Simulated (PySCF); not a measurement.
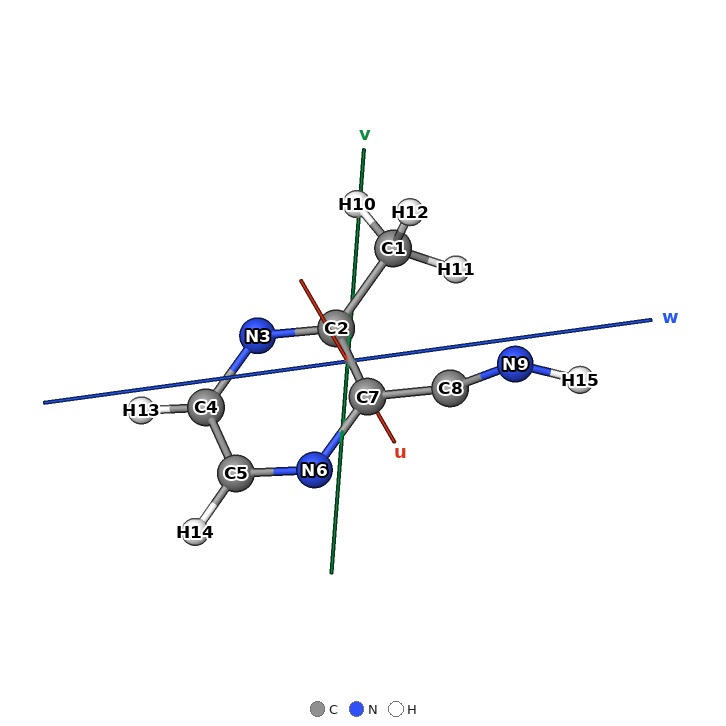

The lines u, v and w are the principal axes of the g tensor. State: neutral, doublet. The geometry was computed by an optimisation with GFN2-xTB. No frequency run is at hand to confirm it as a minimum. Method: UKS B3LYP, pcH-1 on C H N, non-relativistic, mean-field spin-orbit, GIAO (PySCF 2.14.0).

> Along which axis does g lie farthest from the free-electron value?

Along w (nearly parallel to the C7–C8 bond): the shift is −1002 ppm.

Give the principal values and shifts.

| axis | g | shift (ppm) |
| --- | --- | --- |
| u | 2.00214 | −182 |
| v | 2.00309 | 774 |
| w | 2.00132 | −1002 |
